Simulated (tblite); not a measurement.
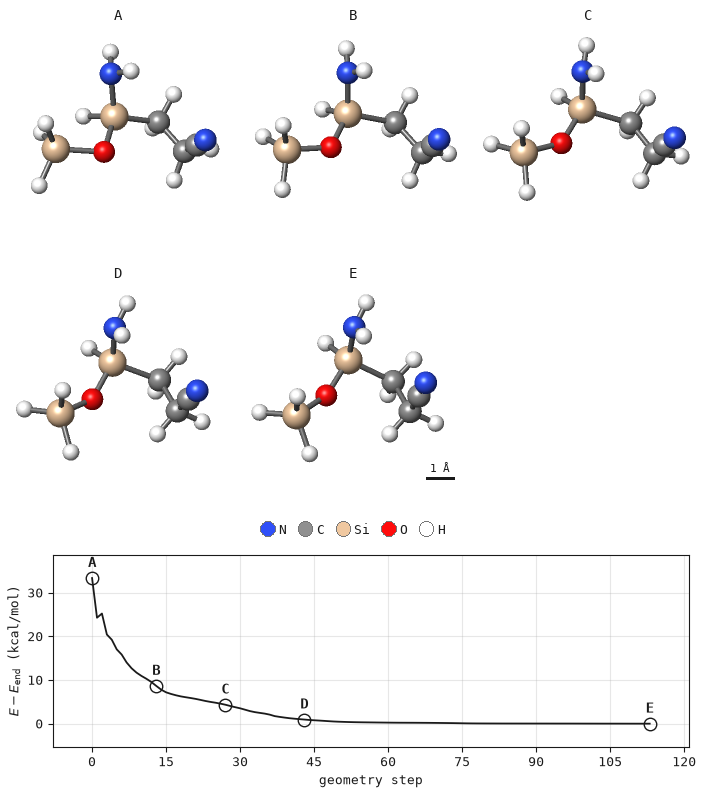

Frames of a relaxation of C$_{3}$H$_{10}$N$_{2}$OSi$_{2}$, marked on the history of the run. Style: ball-and-stick. Shown at a tilt.

Computed with GFN2-xTB geometry optimisation, gas phase in tblite. 

### What happens along the run?

Over 113 geometry steps the energy falls by 33.4 kcal/mol. The largest move after the best rigid fit is that of an H atom, 1.33 Å. By element the largest moves are H 1.33 Å, O 1.10 Å, N 0.76 Å, Si 0.65 Å, C 0.54 Å. Near-neighbour distances that change, for instance: Si–Si 2.731 → 3.162 Å, O–Si 1.739 → 1.621 Å, C–Si 1.827 → 1.917 Å, C–C 1.469 → 1.535 Å. Bond angles that change, for instance: Si–O–Si 104.3° → 154.4°, C–Si–O 115.0° → 104.0°, Si–N–H 108.0° → 118.9°. Groups turn about O–Si by about 55°, O–Si by about 45°, C–Si by about 30°. From step 0 to 13: an H atom moves most (0.52 Å), energy −24.7 kcal/mol. From step 13 to 27: an H atom moves most (0.51 Å), energy −4.31 kcal/mol. From step 27 to 43: an H atom moves most (0.58 Å), energy −3.40 kcal/mol. From step 43 to 113: an N atom moves most (0.39 Å), energy −0.95 kcal/mol.
